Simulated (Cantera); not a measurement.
Feed: 1 mol C6H6, 2.9 mol NH3, 68 mol H2, held at 29.3 Torr.

Method: chemical equilibrium by Gibbs-energy minimisation in Cantera with the NASA 1993 tables (ideal gas, pure condensed phases). Candidate condensed phases: C, C6H6, C7H8, C8H18; 92 gas species. Equilibrium is a limit: real reactors are often held back by kinetics, nucleation or transport.

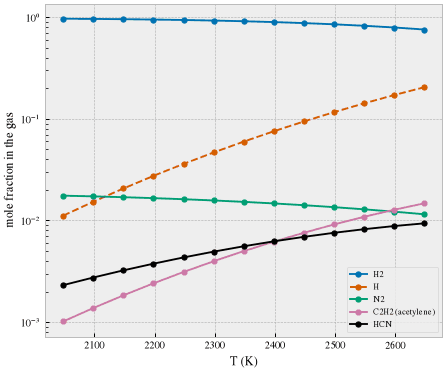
Fig. 1. Equilibrium gas composition (values under 1e-9 drawn at 1e-9)

### Question
Read off the mole fractions at 2198 K.

### Answer
H2 about 0.95, H about 0.027, N2 about 0.017, HCN about 0.0038, C2H2 (acetylene) about 0.0024.
